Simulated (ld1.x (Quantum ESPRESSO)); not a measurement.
**Pseudopotential generation for germanium: TM, PBE**

Task: generate the file, and judge it by its errors in other configurations, its logarithmic derivatives, its ghosts and its cutoff.

Program: ld1.x (Quantum ESPRESSO) 7.5. Reference atom: PBE, scalar-relativistic, spherical and spin-unpolarised. All values are calculated.

## (1) Starting point

Typed settings, in words:

- element: germanium (Ge, Z = 32)
- type: norm-conserving Troullier–Martins (Kleinman–Bylander form)
- frozen core: [Ar]
- valence charge: 14
- reference configuration: 3d10 4s2 4p2
- partial waves: 4s (bound): rc 2.14 bohr; 4p (bound): rc 2.08 bohr; 3d (bound): rc 1.24 bohr
- local potential: all-electron potential smoothed inside 1.40 bohr (lloc = -1)
- core correction: a·sin(br)/r model core inside 1.05 bohr

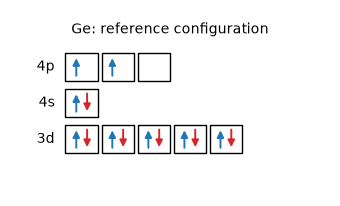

The outer shells as boxes. The arrows follow Hund's rule for the drawing; the calculation itself is spin-unpolarised.

## (2) Generating the potential

Contents of Ge.in:

```
 &input
   title='Ge', zed=32., rel=1, dft='PBE', iswitch=3,
   config='[Ar] 3d10 4s2 4p2',
   nld=3, rlderiv=2.35, eminld=-4.0, emaxld=5.0, deld=0.02
 /
 &inputp
   pseudotype=2, tm=.true., lloc=-1, rcloc=1.40,
   nlcc=.true., rcore=1.05,
   file_pseudopw='Ge.UPF', file_wfcaegen='ae.wfc', file_wfcncgen='nc.wfc', file_beta='beta', file_chi='chi'
 /
3
4S  1  0   2.00   0.00  2.14  2.14  0.0
4P  2  1   2.00   0.00  2.08  2.08  0.0
3D  3  2  10.00   0.00  1.24  1.24  0.0
 &test
   configts(1)='3d10 4s2 4p2'
 /
```

On the command line:

```console
$ ld1.x < Ge.in > Ge.out
```

Output in Ge.out (without the banner and most projector matrices):

```text
     Program LD1 v.7.5
     --------------------------- All-electron run ----------------------------

     Ge
     scalar relativistic calculation

     atomic number is 32.00
     dft =PBE   lsd =0 sic =0 latt =0  beta=0.20 tr2=1.0E-14
     Exchange-correlation= PBE
                           (   1   4   3   4   0   0   0)
     mesh =1207 r(mesh) = 100.41023 a.u. xmin = -7.00 dx = 0.01250
     1 Ry =  13.60569312 eV, c = 137.03599908

     n l     nl                  e(Ry)          e(Ha)          e(eV)
     1 0     1S 1( 2.00)      -805.6314      -402.8157    -10961.1741
     2 0     2S 1( 2.00)      -100.8250       -50.4125     -1371.7939
     2 1     2P 1( 6.00)       -88.1036       -44.0518     -1198.7111
     3 0     3S 1( 2.00)       -12.3839        -6.1919      -168.4909
     3 1     3P 1( 6.00)        -8.4979        -4.2490      -115.6205
     3 2     3D 1(10.00)        -2.1543        -1.0772       -29.3109
     4 0     4S 1( 2.00)        -0.8622        -0.4311       -11.7311
     4 1     4P 1( 2.00)        -0.2863        -0.1431        -3.8953

     final scf error:  3.0E-15 reached in  36 iterations

     Etot =   -4197.669992 Ry,   -2098.834996 Ha,  -57112.209742 eV

     Ekin =    4273.695468 Ry,    2136.847734 Ha,   58146.589038 eV
     Encl =  -10116.689522 Ry,   -5058.344761 Ha, -137644.573051 eV
     Eh   =    1804.321722 Ry,     902.160861 Ha,   24549.047641 eV
     Exc  =    -158.997660 Ry,     -79.498830 Ha,   -2163.273369 eV

     normalization and overlap integrals

     s(1S/1S) =  1.000000  <r> =   0.0470  <r2> =    0.0030  r(max) =   0.0309
     s(2S/2S) =  1.000000  <r> =   0.2100  <r2> =    0.0520  r(max) =   0.1754
     s(2P/2P) =  1.000000  <r> =   0.1837  <r2> =    0.0414  r(max) =   0.1418
     s(3S/3S) =  1.000000  <r> =   0.6242  <r2> =    0.4495  r(max) =   0.5402
     s(3P/3P) =  1.000000  <r> =   0.6470  <r2> =    0.4929  r(max) =   0.5402
     s(3D/3D) =  1.000000  <r> =   0.7365  <r2> =    0.6969  r(max) =   0.5012
     s(4S/4S) =  1.000000  <r> =   2.1162  <r2> =    5.1841  r(max) =   1.7494
     s(4P/4P) =  1.000000  <r> =   2.8993  <r2> =   10.0650  r(max) =   2.2184

     ------------------------ End of All-electron run ------------------------

     --------------------- Generating NC pseudopotential ---------------------

      Generating local potential from pseudized AE potential:
      Matching radius rcloc =   1.4000

      Local pseudo, rcloc= 1.397 Estimated cut-off energy=    12.61 Ry

      Computing core charge for nlcc:

       r > 1.06 : true rho core
       r < 1.06 : rho core = a sin(br)/r    a=   6.06  b=   2.55

      Integrated core pseudo-charge :   3.21

      Wfc   4S  rcut= 2.137  Using Troullier-Martins method

      Wfc   4P  rcut= 2.084  Using Troullier-Martins method

      Wfc   3D  rcut= 1.233  Using Troullier-Martins method

     ------------------- End of pseudopotential generation -------------------

     [... the all-electron block is printed once more ...]


     Computing logarithmic derivative in   2.34676
     Computing logarithmic derivative in   2.34676
     Computing the partial wave expansion
     R is outside the sphere for l=    0 j= 0.00
     R is outside the sphere for l=    1 j= 0.00
     R is outside the sphere for l=    2 j= 0.00

     ---------------------- Testing the pseudopotential ----------------------

     Ge
     scalar relativistic calculation

     atomic number is 32.00   valence charge is 14.00
     dft =PBE   lsd =0 sic =0 latt =0  beta=0.20 tr2=1.0E-14
     mesh =1207 r(mesh) = 100.41023 xmin = -7.00 dx = 0.01250

     n l     nl             e AE (Ry)        e PS (Ry)    De AE-PS (Ry)
     3 2     3D   1(10.00)       -2.15431       -2.15432        0.00001
     1 0     4S   1( 2.00)       -0.86222       -0.86222        0.00000
     2 1     4P   1( 2.00)       -0.28630       -0.28630        0.00000

     eps = 3.0E-15  iter =  6

     Etot =   -4197.669992 Ry,   -2098.834996 Ha,  -57112.209742 eV
     Etotps =  -185.741198 Ry,     -92.870599 Ha,   -2527.137736 eV

     Ekin =     222.707353 Ry,     111.353677 Ha,    3030.087903 eV
     Encl =    -406.015240 Ry,    -203.007620 Ha,   -5524.118761 eV
     Ehrt =     162.645971 Ry,      81.322986 Ha,    2212.911173 eV
     Ecxc =     -30.639803 Ry,     -15.319902 Ha,    -416.875763 eV
     (Ecc =      -4.291379 Ry,      -2.145690 Ha,     -58.387192 eV)
     Epseu=    -134.439479 Ry,     -67.219739 Ha,   -1829.142289 eV

     ---------------------- End of pseudopotential test ----------------------
```

Run time: 1.2 s. Hardware: 1 thread, shared host. This counts the later configuration tests of the new file too.

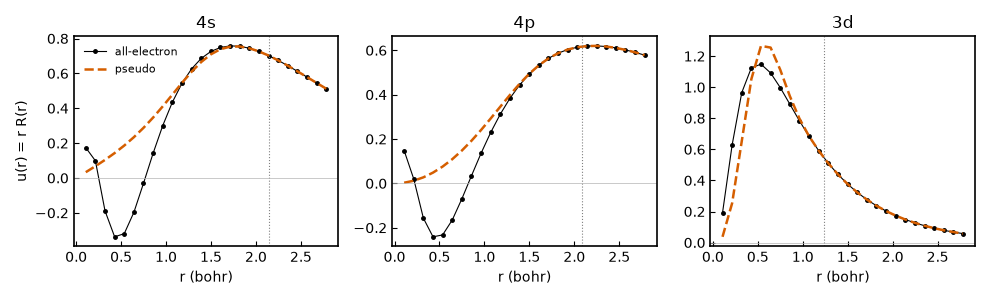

All-electron and pseudo partial waves (4s, 4p, 3d), with the matching radii dotted. The curves join 26 sampled radii, too few to resolve the innermost nodes.

## (3) Transferability test

Contents of Ge.test.in:

```
 &input
   title='Ge', zed=32., rel=1, dft='PBE', iswitch=2,
   config='[Ar] 3d10 4s2 4p2'
 /
 &test
   file_pseudo='Ge.UPF', nconf=8,
   configts(1)='3d10 4s2 4p2',
   configts(2)='3d10 4s2 4p1',
   configts(3)='3d10 4s2 4p0',
   configts(4)='3d10 4s1 4p0',
   configts(5)='3d10 4s1 4p3',
   configts(6)='3d9 4s2 4p2',
   configts(7)='3d10 4s1 4p2',
   configts(8)='3d10 4s0 4p0'
 /
```

On the command line:

```console
$ ld1.x < Ge.test.in > Ge.test.out
```

Ge.test.out, the pseudopotential blocks, each with the warnings that came before it:

```text
     ---------------------- Testing the pseudopotential ----------------------

     Ge
     scalar relativistic calculation

     atomic number is 32.00   valence charge is 14.00
     dft =PBE   lsd =0 sic =0 latt =0  beta=0.20 tr2=1.0E-14
     mesh =1207 r(mesh) = 100.41023 xmin = -7.00 dx = 0.01250

     n l     nl             e AE (Ry)        e PS (Ry)    De AE-PS (Ry)
     3 2     3D   1(10.00)       -2.15431       -2.15432        0.00001
     1 0     4S   1( 2.00)       -0.86222       -0.86222        0.00000
     2 1     4P   1( 2.00)       -0.28630       -0.28630        0.00000

     eps = 1.3E-15  iter =  6

     Etot =   -4197.669992 Ry,   -2098.834996 Ha,  -57112.209742 eV
     Etotps =  -185.741198 Ry,     -92.870599 Ha,   -2527.137742 eV

     Ekin =     222.707354 Ry,     111.353677 Ha,    3030.087910 eV
     Encl =    -406.015240 Ry,    -203.007620 Ha,   -5524.118758 eV
     Ehrt =     162.645971 Ry,      81.322986 Ha,    2212.911170 eV
     Ecxc =     -30.639803 Ry,     -15.319902 Ha,    -416.875763 eV
     (Ecc =      -4.291379 Ry,      -2.145690 Ha,     -58.387192 eV)
     Epseu=    -134.439479 Ry,     -67.219740 Ha,   -1829.142300 eV

     ---------------------- End of pseudopotential test ----------------------

     BEWARE! Errors in PS-KS equations
     ---------------------- Testing the pseudopotential ----------------------

     Ge
     [...]
     n l     nl             e AE (Ry)        e PS (Ry)    De AE-PS (Ry)
     3 2     3D   1(10.00)       -2.81637       -2.80596       -0.01041  !
     1 0     4S   1( 2.00)       -1.45956       -1.45830       -0.00126
     2 1     4P   1( 1.00)       -0.82628       -0.82568       -0.00060

     eps = 2.8E-15  iter =  9

     Etot =   -4197.122869 Ry,   -2098.561434 Ha,  -57104.765750 eV
     Etotps =  -185.194235 Ry,     -92.597117 Ha,   -2519.695928 eV
     dEtot_ae =       0.547123 Ry
     dEtot_ps =       0.546963 Ry,   Delta E=       0.000160 Ry

     [...]
     ---------------------- End of pseudopotential test ----------------------

     ---------------------- Testing the pseudopotential ----------------------

     Ge
     [...]
     n l     nl             e AE (Ry)        e PS (Ry)    De AE-PS (Ry)
     3 2     3D   1(10.00)       -3.61570       -3.58443       -0.03127  !
     1 0     4S   1( 2.00)       -2.14976       -2.14611       -0.00365
     2 1     4P   1( 0.00)       -1.45571       -1.45347       -0.00224

     eps = 8.7E-15  iter = 11

     Etot =   -4195.988126 Ry,   -2097.994063 Ha,  -57089.326796 eV
     Etotps =  -184.060649 Ry,     -92.030324 Ha,   -2504.272701 eV
     dEtot_ae =       1.681865 Ry
     dEtot_ps =       1.680550 Ry,   Delta E=       0.001316 Ry

     [...]
     ---------------------- End of pseudopotential test ----------------------

     ---------------------- Testing the pseudopotential ----------------------

     Ge
     [...]
     n l     nl             e AE (Ry)        e PS (Ry)    De AE-PS (Ry)
     3 2     3D   1(10.00)       -4.63739       -4.58875       -0.04865  !
     1 0     4S   1( 1.00)       -2.97339       -2.97258       -0.00081
     2 1     4P   1( 0.00)       -2.20993       -2.20627       -0.00367

     eps = 4.9E-15  iter =  9

     Etot =   -4193.431031 Ry,   -2096.715516 Ha,  -57054.535744 eV
     Etotps =  -181.506600 Ry,     -90.753300 Ha,   -2469.523093 eV
     dEtot_ae =       4.238961 Ry
     dEtot_ps =       4.234599 Ry,   Delta E=       0.004362 Ry

     [...]
     ---------------------- End of pseudopotential test ----------------------

     ---------------------- Testing the pseudopotential ----------------------

     Ge
     [...]
     n l     nl             e AE (Ry)        e PS (Ry)    De AE-PS (Ry)
     3 2     3D   1(10.00)       -2.28210       -2.28503        0.00293
     1 0     4S   1( 1.00)       -0.93246       -0.93278        0.00032
     2 1     4P   1( 3.00)       -0.33685       -0.33646       -0.00039

     eps = 5.8E-15  iter = 10

     Etot =   -4197.084042 Ry,   -2098.542021 Ha,  -57104.237489 eV
     Etotps =  -185.154906 Ry,     -92.577453 Ha,   -2519.160833 eV
     dEtot_ae =       0.585950 Ry
     dEtot_ps =       0.586292 Ry,   Delta E=      -0.000342 Ry

     [...]
     ---------------------- End of pseudopotential test ----------------------

     Warning: n=3, l=2 expected 0 nodes, found 1
     ---------------------- Testing the pseudopotential ----------------------

     Ge
     [...]
     n l     nl             e AE (Ry)        e PS (Ry)    De AE-PS (Ry)
     3 2     3D   1( 9.00)       -3.58009       -3.40228       -0.17781  !
     1 0     4S   1( 2.00)       -1.67091       -1.65305       -0.01786  !
     2 1     4P   1( 2.00)       -0.96867       -0.93890       -0.02977  !

     eps = 6.0E-15  iter = 18

     Etot =   -4194.826643 Ry,   -2097.413321 Ha,  -57073.524006 eV
     Etotps =  -182.950177 Ry,     -91.475088 Ha,   -2489.163959 eV
     dEtot_ae =       2.843349 Ry
     dEtot_ps =       2.791022 Ry,   Delta E=       0.052328 Ry

     [...]
     ---------------------- End of pseudopotential test ----------------------

     ---------------------- Testing the pseudopotential ----------------------

     Ge
     [...]
     n l     nl             e AE (Ry)        e PS (Ry)    De AE-PS (Ry)
     3 2     3D   1(10.00)       -2.94373       -2.93803       -0.00571  !
     1 0     4S   1( 1.00)       -1.53157       -1.53101       -0.00056
     2 1     4P   1( 2.00)       -0.88375       -0.88269       -0.00106

     eps = 4.9E-15  iter =  9

     Etot =   -4196.482228 Ry,   -2098.241114 Ha,  -57096.049396 eV
     Etotps =  -184.553707 Ry,     -92.276854 Ha,   -2510.981104 eV
     dEtot_ae =       1.187763 Ry
     dEtot_ps =       1.187491 Ry,   Delta E=       0.000272 Ry

     [...]
     ---------------------- End of pseudopotential test ----------------------

     ---------------------- Testing the pseudopotential ----------------------

     Ge
     [...]
     n l     nl             e AE (Ry)        e PS (Ry)    De AE-PS (Ry)
     3 2     3D   1(10.00)       -5.73553       -5.72811       -0.00742  !
     1 0     4S   1( 0.00)       -3.84393       -3.88619        0.04226  !
     2 1     4P   1( 0.00)       -3.00875       -3.02125        0.01250  !

     eps = 2.9E-15  iter =  9

     Etot =   -4190.024885 Ry,   -2095.012443 Ha,  -57008.192764 eV
     Etotps =  -178.086912 Ry,     -89.043456 Ha,   -2422.995879 eV
     dEtot_ae =       7.645107 Ry
     dEtot_ps =       7.654286 Ry,   Delta E=      -0.009179 Ry

     [...]
     ---------------------- End of pseudopotential test ----------------------
```

1 test gave no usable energy difference (3d10 4s2 4p1).

The tests as a table, with energies relative to 3d10 4s2 4p2. A star marks tests that logged a warning.

| valence configuration | charge | ΔE all-electron (eV) | error AE − PS (meV) |
| --- | --- | --- | --- |
| 3d10 4s2 4p0 | +2 | 22.883 | +18 |
| 3d10 4s1 4p0 | +3 | 57.674 | +59 |
| 3d10 4s1 4p3 | 0 | 7.972 | -4.7 |
| 3d9 4s2 4p2 * | +1 | 38.686 | +712 |
| 3d10 4s1 4p2 | +1 | 16.160 | +3.7 |
| 3d10 4s0 4p0 | +4 | 104.017 | -125 |

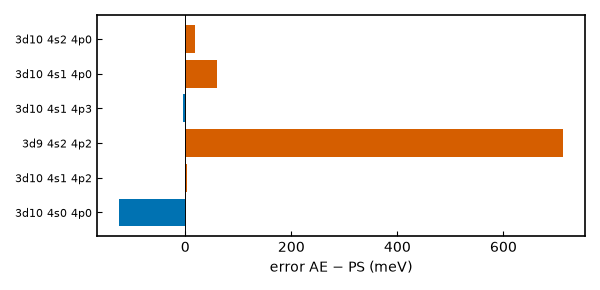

Error of the potential in each test configuration.

## (4) Does it scatter like the atom?

Taken from the files of the generation run. The phase is arctan(r·u′/u) with u = r·R, unwrapped, with energies in Ry. A pole is an energy at which the radial function vanishes at the test radius. The pseudo phase is shifted by a multiple of π to meet the all-electron one at the reference energy. Levels narrower than the energy grid can be missing from the poles. The last column is the largest difference on the grid between −1 and +1 Ry.

| channel | radius (bohr) | reference (Ry) | poles AE | poles PS | window around the reference with phases within 0.05 rad (Ry) | largest difference near zero (rad) |
| --- | --- | --- | --- | --- | --- | --- |
| s | 2.35 | -0.86 | 0.62 | 0.05, 0.92 | below -0.1 | 3.098 |
| p | 2.35 | -0.29 | 1.90 | 1.76 | below 2.8 | 0.007 |
| d | 2.35 | -2.15 | -2.12, 4.16 | -2.12, 4.46 | below 0.9 | 0.041 |

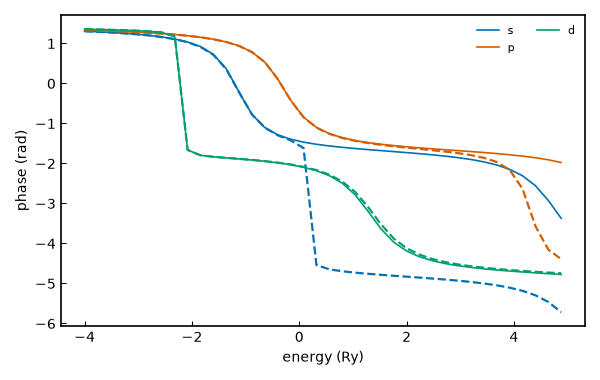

Phases by channel: all-electron solid, pseudo dashed.

## (5) Plane-wave convergence, by spherical Bessel functions

This step uses the generator's waves and projectors in a separate script. Basis: spherical Bessel functions vanishing at 20 bohr, q² up to the cutoff; potential fixed at the reference.

All-electron valence levels (Ry): 4s -0.8622, 4p -0.2863, 3d -2.1543. The lowest levels of each channel (Ry) by cutoff; the last column sums, over occupied levels, occupation times the distance from the level at 400 Ry. A positive value at high cutoff is not a bound level.

```tsv
cutoff (Ry)	s #1	p #1	d #1	f #1	Σ f·Δε (mRy)
8	-0.8421	-0.2827	0.0521	0.1080	22111.4
15	-0.8601	-0.2854	0.0511	0.1080	22060.5
25	-0.8610	-0.2862	0.0498	0.1080	22043.3
40	-0.8621	-0.2863	0.0434	0.1080	21977.6
55	-0.8622	-0.2863	-0.1031	0.1080	20512.5
90	-0.8622	-0.2863	-1.4994	0.1080	6548.7
120	-0.8622	-0.2863	-2.0326	0.1080	1217.6
180	-0.8622	-0.2863	-2.1532	0.1080	11.4
200	-0.8622	-0.2863	-2.1536	0.1080	6.6
260	-0.8622	-0.2863	-2.1538	0.1080	4.6
400	-0.8622	-0.2863	-2.1543	0.1080	0.0
```

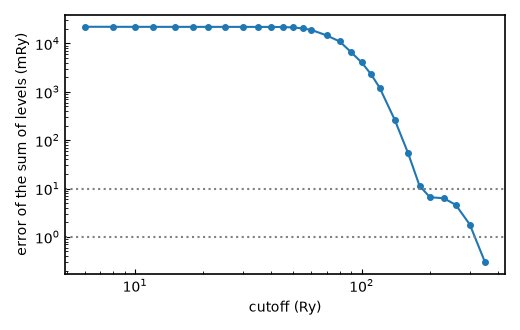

Occupation-weighted error of the valence levels against the cutoff; the dotted lines mark 10 and 1 mRy.

The sum stays within 10 mRy from 200 Ry and within 1 mRy only somewhere over 300 Ry. The sum leaves out empty levels, which can need more. Ghost test: no level below the all-electron spectrum of its channel (s, p, d, f tested).

## (6) Summary of results

| quantity | value |
| --- | --- |
| cutoffs for 10 and 1 mRy, occupied levels | 200 Ry and over 300 Ry |
| bound ghosts | none found |
| largest test error (AE − PS) | +712 meV, for 3d9 4s2 4p2 (one of 2 tests with a warning) (1 test unsolved) |
| largest phase difference near zero energy, channels read | 3.098 rad |

What this shows: By total energies transferability is poor: the largest error is 712 meV on 38.7 eV, for 3d9 4s2 4p2. Of the tests 1 gave no usable energy difference, which is a warning in itself. It counts as very hard, with 200 Ry needed at the looser tolerance. The tighter tolerance needs over 300 Ry, and converged work needs a cutoff nearer that. The slowest occupied level is 3d: taken alone it needs 200 Ry to come within 1 mRy, against 30 Ry for 4s. It is free of bound ghosts as far as tested. Near zero energy the largest phase difference among the channels read is 3.10 rad, in the s channel. A step near π is an extra or missing state, not a misfit of shape. The pseudo curves have a pole with no partner nearby in the atom's: s at 0.05 Ry. At positive energy that is a spurious or a displaced resonance.
